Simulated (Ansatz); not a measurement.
# Calculations on Si2H6F

## 1. Relaxation

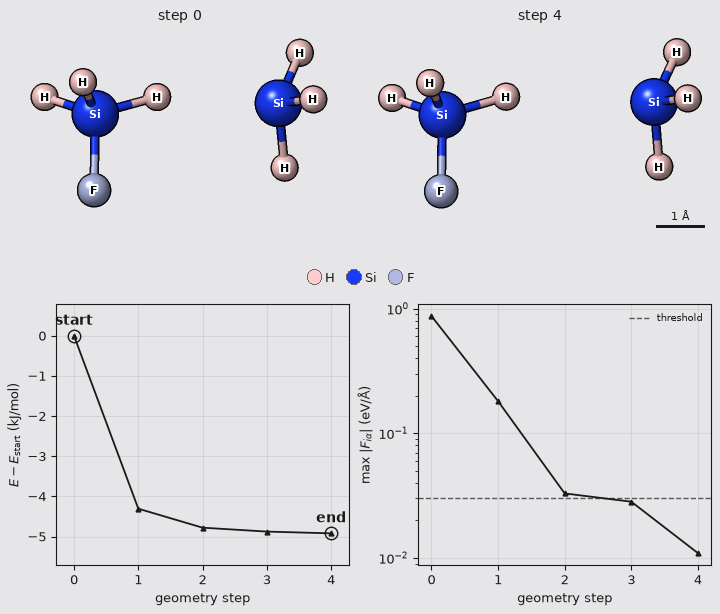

First and last geometry of a relaxation of Si2H6F (multiplicity 2), with the history of the run. Style: ball-and-stick. Shown at a tilt.

The run prepares an end point of a later path (reaction) calculation, from a guessed geometry.

Theory: UKS PBE/def2-SVP (Ansatz 0.2.0). (collinear spin; force threshold 0.03 eV/Å; at most 50 steps)

Question: Did the run converge, and what did it change?

Answer: It converged. After 4 geometry steps the energy has fallen by 4.92 kJ/mol. Largest force component: 0.87 eV/Å at the start, 0.011 eV/Å at the end. An H atom moves most after the best rigid fit: 0.39 Å. By element the largest moves are H 0.39 Å, Si 0.35 Å, F 0.29 Å. Among the contacts that change: H–Si 1.455 → 1.505 Å. Cost: 4.7 s on 2 threads of Intel(R) Xeon(R) 6975P-C (Granite Rapids), on a shared host, peak memory 0.16 GiB.

Limits of the set-up: the start holds two separate molecules, 2.7 Å apart at their closest, whose relative position is a soft coordinate and is computed without a dispersion correction.

## 2. Relaxation

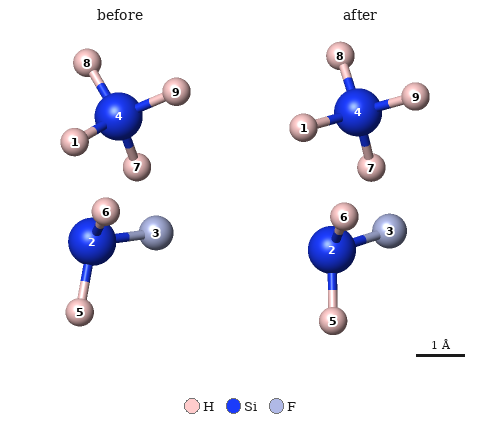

The structure of Si₂H₆F (multiplicity 2) before (left) and after (right) a relaxation, at one scale.

Style: ball-and-stick. Shown from a free direction.

The run prepares an end point of a later path (reaction) calculation, from a guessed geometry.

Computed with UKS PBE/def2-SVP in Ansatz. (collinear spin; force threshold 0.03 eV/Å; at most 50 steps)

What changed between the two?

Over 8 geometry steps the energy falls by 4.98 kJ/mol. The largest force component goes from 1.1 to 0.028 eV/Å. The atom that moves furthest after the best rigid fit is H1 (0.41 Å). Largest moves by element: H 0.41 Å, Si 0.21 Å, F 0.14 Å. Near-neighbour distances that change, for instance: H1–Si4 1.454 → 1.506 Å, Si2–H5 1.520 → 1.513 Å, Si4–H9 1.508 → 1.502 Å. Cost: 8.4 s on 2 threads of Intel(R) Xeon(R) 6975P-C (Granite Rapids), with other jobs on the host, peak memory 0.18 GiB.

Limits of the set-up: the start holds two separate molecules, 2.7 Å apart at their closest, whose relative position is a soft coordinate and is computed without a dispersion correction.

## 3. Path

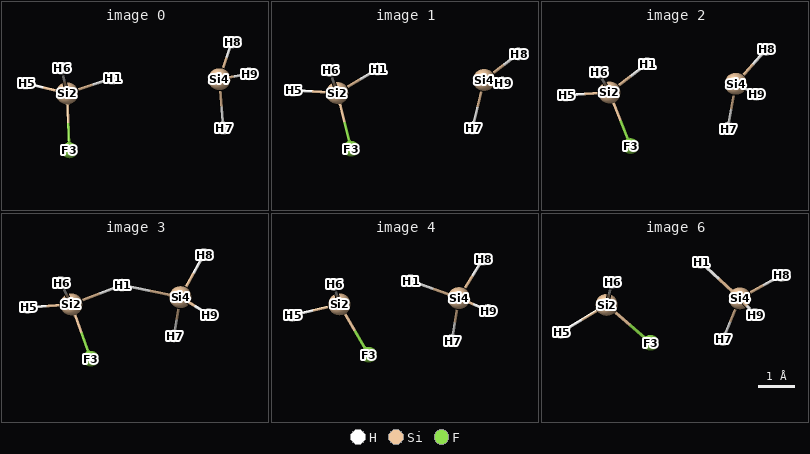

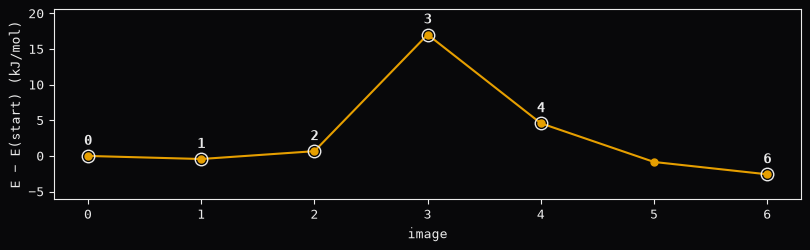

NEB run on Si2H6F (multiplicity 2), made up at the start of SiH3F and SiH$_{3}$. Images are numbered from 0 (start) to 6 (end). A ball-and-stick model, seen at a tilt.

These are results of UKS PBE/def2-SVP (Ansatz 0.2.0), not measurements. Set-up: 5 movable images; climbing image; force threshold 0.05 eV/Å; iteration limit 60; starting path through a guess of the saddle point.

> Read off the barrier and say what moves.

The highest point, image 3, lies 17.0 kJ/mol above the start and 19.6 kJ/mol above the end; the end is at −2.6 kJ/mol relative to the start. A hydrogen atom shifts from one atom to another. Breaking: H1–Si2 (1.50 → 1.73 at the top → 3.28 Å). Forming: H1–Si4 (3.32 → 1.80 at the top → 1.51 Å). The band converged in 16 iterations. The largest component of the band force went from 5.2 to 0.034 eV/Å. The climbing image converged on the top of the path. Its vibrational analysis gives one imaginary mode (694i cm⁻¹), as a transition state must have.

Limits of the set-up: the start holds two separate molecules, 3.3 Å apart at their closest, whose relative position is a soft coordinate and is computed without a dispersion correction.

Cost: 58 s on 2 threads of Intel(R) Xeon(R) 6975P-C (Granite Rapids), with other jobs on the host, peak memory 0.2 GiB.
